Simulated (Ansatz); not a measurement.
**Fields on a plane of Sc (fcc, Cu type)**

```xyz
1
Lattice="0.0000 2.2764 2.2764 2.2764 0.0000 2.2764 2.2764 2.2764 0.0000" Properties=species:S:1:pos:R:3 pbc="T T T"
Sc     0.0000     0.0000     0.0000
```

The slice is a {100} plane (indices of the conventional cell) through the point (0.000, 0.000, 0.000) (fractional), spanned by u = [100] and v = [0 1 -1] in vectors of this cell: u (3.22 Å) and v (3.22 Å, at 90° to u). It covers one period; positions are fractions (u, v).

Atoms on it: Sc at (0.00, 0.00).

These are PBEsol (plane waves to 420 eV, PAW, scalar-relativistic; Ansatz, a quantum-chemistry and plane-wave program) values and carry that method's errors. k mesh 18×18×18. Near the nuclei the fields are pseudised (PAW); where an atom keeps semicore shells as valence, they peak there. Sc is run without spin polarisation. Sc was relaxed with its symmetry unable to fall. This is one of several known forms of Sc; the measured ambient cells at hand have space group No. 194.

```
|xxxxxxxxx00234543200xxxxxxxx|
|xxxxxxxxx00245554200xxxxxxxx|
|xxxxxxxxx01345554310xxxxxxxx|
|xxxxxxxx0023556553200xxxxxxx|
|xxxxxxxx0034566654300xxxxxxx|
|xxxxxxx002456777654200xxxxxx|
|xxxxxx00135677777653100xxxxx|
|xxxx000135677888776531000xxx|
|0000002356778888877653200000|
|0001234567788999887765432100|
|2223345677889999988776543322|
|3344556778899999998877655443|
|4455567788999999999887765554|
|5555667788999999999887766555|
|4455567788999999999887765554|
|3344556778899999998877655443|
|2223345677889999988776543322|
|0001234567788999887765432100|
|0000002356778888877653200000|
|xxxx000135677888776531000xxx|
|xxxxxx00135677777653100xxxxx|
|xxxxxxx002456777654200xxxxxx|
|xxxxxxxx0034566654300xxxxxxx|
|xxxxxxxx0023556553200xxxxxxx|
|xxxxxxxxx01345554310xxxxxxxx|
|xxxxxxxxx00245554200xxxxxxxx|
|xxxxxxxxx00234543200xxxxxxxx|
|xxxxxxxxx00234543200xxxxxxxx|
```
Scale: ten equal steps from 1.00 (start of '0') to 9.70 (end of '9'), in the order '0123456789'. Values: electrostatic potential energy of an electron, from the cell's mean, in eV. The map has 28 points along u (one character each, u = 0 at the left) and 28 along v (v = 0 in the bottom row). Points within 1 Å of a nucleus are blanked (x), as the pseudised field means little there. Values under 1 eV are set to 1. The zero, the cell's mean, hangs on the PAW cores.

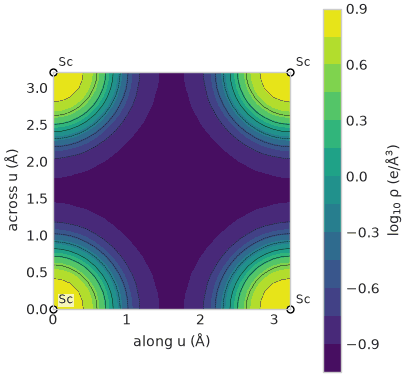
*Log₁₀ of the valence density in e/Å³, one period of the plane, atoms marked. The scale is logarithmic, as a density can span decades between atoms and voids.*

Density on the Sc–Sc line (3.22 Å) at its midpoint: 0.12 e/Å³
ELF at that point: 0.24
